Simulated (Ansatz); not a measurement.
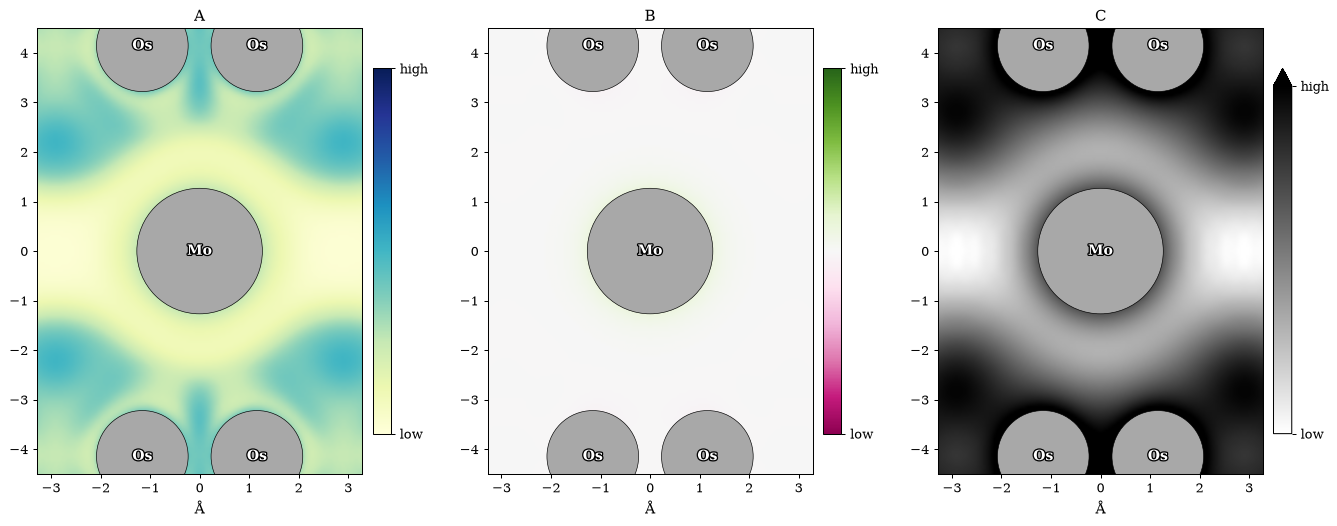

MoOs6: 3 fields on the (11̄0) plane of the conventional cell, with unlabelled colour scales. Grey discs cover the atomic cores.

Space group Pm-3m; a structure generated by program, which may or may not match a known phase; spin-polarised.

These are results of DFT PBE, scalar-relativistic, plane waves, PAW in Ansatz 0.2.0, not measurements.

```yaml
crystal:
  lattice:
    - [5.86138, 0.00000, 0.00000]
    - [0.00000, 5.86138, 0.00000]
    - [0.00000, 0.00000, 5.86138]
  atoms:
    - { symbol: Mo, position: [0.00000, 0.00000, 0.00000] }
    - { symbol: Os, position: [0.19729, 0.50000, 0.50000] }
    - { symbol: Os, position: [0.50000, 0.19729, 0.50000] }
    - { symbol: Os, position: [0.80271, 0.50000, 0.50000] }
    - { symbol: Os, position: [0.50000, 0.80271, 0.50000] }
    - { symbol: Os, position: [0.50000, 0.50000, 0.19729] }
    - { symbol: Os, position: [0.50000, 0.50000, 0.80271] }
```

### The panels show electron localisation function, spin density and valence pseudo-density in some order. Assign them.

Panel A: electron localisation function. Panel B: spin density (confined to the magnetic sites and close to zero elsewhere). Panel C: valence pseudo-density. From the grid: Os–Os (2.31 Å): the density is about 0.98 e/Å³ at the midpoint; the ELF is about 0.40 at the midpoint. Mo–Os (4.30 Å): ρ is about 0.04 e/Å³ halfway; the ELF is about 0.10 at the midpoint: no shared electron pair shows on this line.
